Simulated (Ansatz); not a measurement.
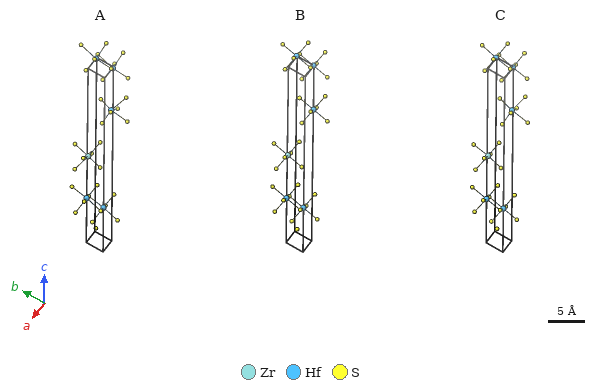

3 geometries from one relaxation of a crystal of Hf3ZrS8 (a generated structure, set up in P1) (coarse preliminary run), in shuffled order. A ball-and-stick model of the cell of the calculation, seen from a free direction.

Theory: DFT PBE, scalar-relativistic, plane waves, PAW in Ansatz 0.2.0. Settings: plane-wave cutoff 420 eV; k-point mesh 6 × 6 × 1; occupations gaussian; smearing width 0.1 eV; no spin polarisation; cell and atoms relaxed; force threshold 0.025 eV/Å; at most 60 steps.

> Put them in the order of the run, from the start to the converged end.

A, C, B. They are steps 0, 1, 4, at +246 meV per atom, +30.6 meV per atom relative to the last. The energy falls by 246 meV per atom in 3 accepted moves (4 points after the start). The largest force component goes from 5.5 to 0.0058 eV/Å. Pressure: 7.98 GPa at the start and 0.01 GPa at the end. The SCF was repeated once at an unchanged geometry on a basis and grid sized afresh for the cell, which shifted the energy by 0.2 meV per atom at most. The largest move relative to the cell is that of a Hf atom, 0.31 Å along [−1 −3 0]. By element the largest moves are Hf 0.31 Å, S 0.27 Å, Zr 0.14 Å. Cell: a 3.551 → 3.663 Å (+3.2 %), b 3.582 → 3.663 Å (+2.2 %), c 27.378 → 27.681 Å (+1.1 %), α 87.9° → 88.7°, β 91.6° → 90.9°, γ 118.8° → 120.0°. Volume +5.5 %. Among the contacts that change: Hf–S 2.145 → 2.559 Å, Hf–S 2.194 → 2.559 Å, Hf–S 2.217 → 2.559 Å, Hf–S 2.899 → 2.559 Å. Among the angles between lasting bonds that change: S–Hf–S 160.4° → 180.0°, S–Hf–S 163.1° → 180.0°, S–Hf–S 165.6° → 180.0°. The space group stays P1 (No. 1). The run took 9.3 min on 1 thread of Intel(R) Xeon(R) Processor @ 2.50GHz (Skylake/Cascade Lake), with other jobs on the host, peak memory 0.77 GiB.

Limits of the set-up: layers or molecules are held without a dispersion correction, so their spacing is unreliable.
